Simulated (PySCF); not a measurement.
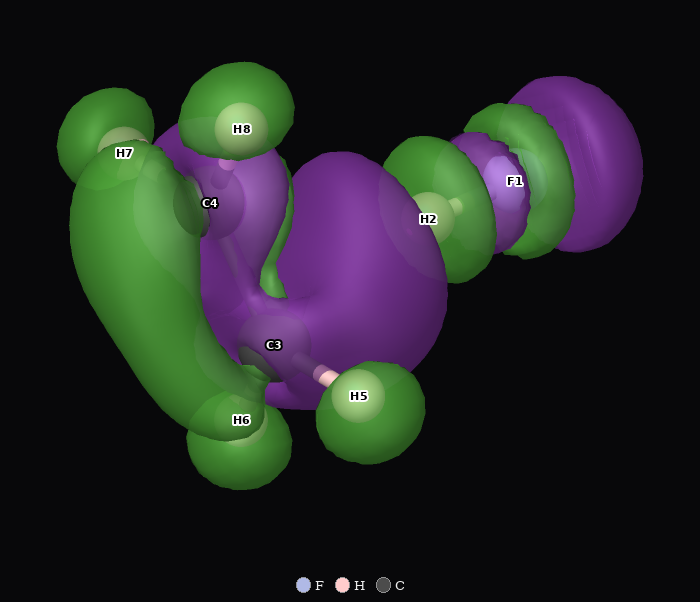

C2H5F, SMILES `F.C=C`. Density of the complex less the densities of the two fragments at the same geometry, ±0.005 e/Å³ (purple: gain, green: loss). Fragment A: HF (atoms 1–2); fragment B: H4C2.

Level of theory: r2SCAN/6-31+G* (PySCF), at a geometry from GFN2-xTB.

Q: How is the density rearranged on binding?

A: Hirshfeld charges show 0.042 e passing from B to A. By Hirshfeld charges, electrons gather most on F1 (−0.036 e) and leave C4 most (+0.014 e); 0.12 e is displaced in all, which induces a dipole of 0.97 D.

Q: What is the interaction energy, and which contacts carry it?

A: The counterpoise-corrected interaction energy of the frozen fragments is −4.8 kcal/mol without dispersion correction and −5.1 kcal/mol with D3(BJ). The pair geometry is semi-empirical, not a minimum at this level. Contacts: H2···C3, F–H···C contact, 1.94 Å, ρ = 0.032 a.u. The pose is a local one from a semi-empirical search, not shown to be the most stable.
